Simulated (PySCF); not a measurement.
Si(F)3(Vi), SMILES C=C[Si](F)(F)F (C₂H₃F₃Si) at its CAM-B3LYP/def2-SVP optimised geometry (Å):

```
9

C     -2.0866    -0.9988    -2.2885
C     -1.2712    -1.6321    -1.4410
Si    -0.5588    -0.7635     0.0000
F     -1.0006    -1.4060     1.3973
F      1.0413    -0.7635     0.0000
F     -1.0413     0.7635     0.0000
H     -2.3537     0.0536    -2.1513
H     -2.5235    -1.5035    -3.1558
H     -1.0318    -2.6865    -1.6181
```

Method: CAM-B3LYP/def2-TZVP run with PySCF. Cells within 0.4 Å of a nucleus heavier than hydrogen are left out (blank, or x).

Map of the HOMO amplitude (bohr^(-3/2)) on the plane z = 0.0 Å; orbital energy -10.29 eV, overall sign arbitrary:

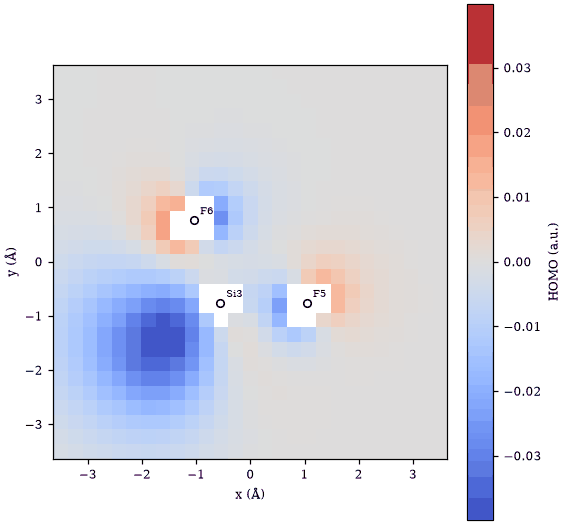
Fig. 1. HOMO amplitude (bohr^(-3/2)) on the plane z = 0.0 Å.
